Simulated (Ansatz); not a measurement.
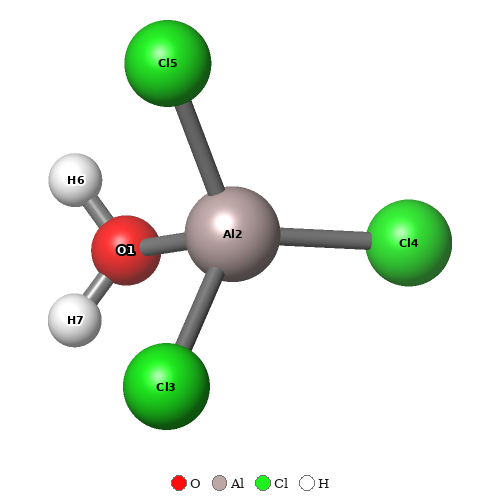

The system is AlCl₃H₂O, SMILES [OH2+][Al-]([Cl])([Cl])[Cl]; the picture shows the reference structure. The first coordinate is: umbrella angle at O1 (between each of its bonds and their common axis; 90 is planar); the second: change of the bonds O1–Al2, O1–H6, O1–H7, all alike. Nothing is relaxed (all other coordinates rigid). Grid: 11 × 11 points. Points are written as (first, second). Energies: kJ/mol, counted from the relaxed molecule at the same level. The calculation used RKS B3LYP-D4/def2-SVP in Ansatz 0.2.0.

Its coordinates:

| atom | x (Å) | y (Å) | z (Å) |
| --- | --- | --- | --- |
| O | -0.7135 | 0.5185 | 0.7654 |
| Al | 0.3241 | -0.5508 | -0.5176 |
| Cl | 2.0944 | -0.6569 | 0.6569 |
| Cl | -0.7581 | -2.3340 | -0.8039 |
| Cl | 0.2849 | 0.8822 | -2.0891 |
| H | -0.9780 | 1.3704 | 0.3754 |
| H | -0.1927 | 0.7024 | 1.5672 |

Range: umbrella angle at O1 (between each of its bonds and their common axis; 90 is planar) from 59.1 to 120.9°; change of the bonds O1–Al2, O1–H6, O1–H7, all alike from −0.143 to 0.222 Å.

> What landscape does the calculation give?

The lowest grid point is at (108.6°, 0.003 Å), 0.07 kJ/mol from the relaxed molecule at the same level. The highest grid point, (59.1°, −0.143 Å), lies 213 kJ/mol above the lowest.

```tsv
second ↓, first →	59.1	65.3	71.4	77.6	83.8	90.0	96.2	102.4	108.6	114.7	120.9
0.222	177	171	173	179	184	186	182	174	165	158	158
0.185	139	131	132	136	141	143	139	132	123	118	120
0.149	106	96	95	98	102	104	100	93	86	82	86
0.112	76	64	62	64	67	68	65	59	52	50	56
0.076	54	40	36	37	39	40	37	31	26	25	34
0.039	41	24	18	17	19	19	16	11	8	9	20
0.003	38	19	10	9	9	9	6	3	0	3	17
−0.034	50	28	17	14	13	13	10	7	7	12	29
−0.070	79	54	41	36	35	34	32	30	30	38	58
−0.107	133	104	89	82	79	78	76	75	78	88	111
−0.143	213	181	164	155	151	149	148	148	152	164	191
```

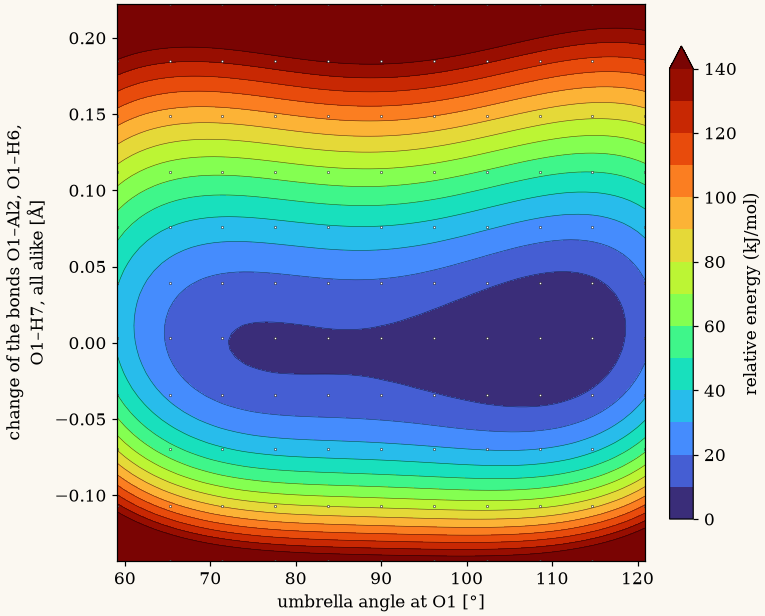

The picture shows filled contours, dots at the grid points, one colour for all values above the top of the scale. Between grid points the surface is interpolated.

Each point was launched as `ansatz run input.yaml --threads 1 --pin off --max-ram 2560MiB --backend cpu --events-out ev --progress --plain --runs-dir out`. The whole map (121 points run) took 9.2 min on 1 thread of Arm Neoverse V2, on a shared host.
